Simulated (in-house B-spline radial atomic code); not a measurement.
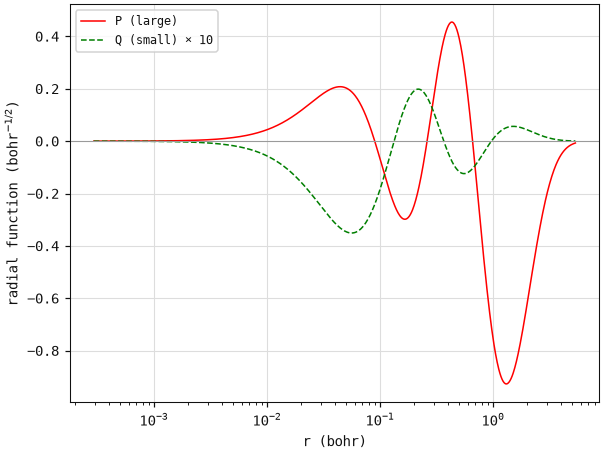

The Er²⁺ ion in the configuration [Xe] 4f12 (open shells shared over both j by 2j + 1). All numbers are computed, not measured: Dirac-Hartree-Fock, average of configuration, Fermi nucleus, basis-set limit (an in-house B-spline radial code).

The plot shows the large and small radial components of one occupied spinor.

Which spinor (n, l, j) is it?

It is 5p3/2. The spinor has κ = −2: the large component has l = 1 and 3 radial nodes (r = 0.0901, 0.262 and 0.662 bohr), the small one has l = 2. The small component carries 0.019 % of the norm; ⟨r⟩ = 1.54 bohr and the eigenvalue is −45.1 eV. The nodes of P give n − l − 1 and its extent picks the shell; Q has as many nodes as P for κ < 0 and one more for κ > 0.
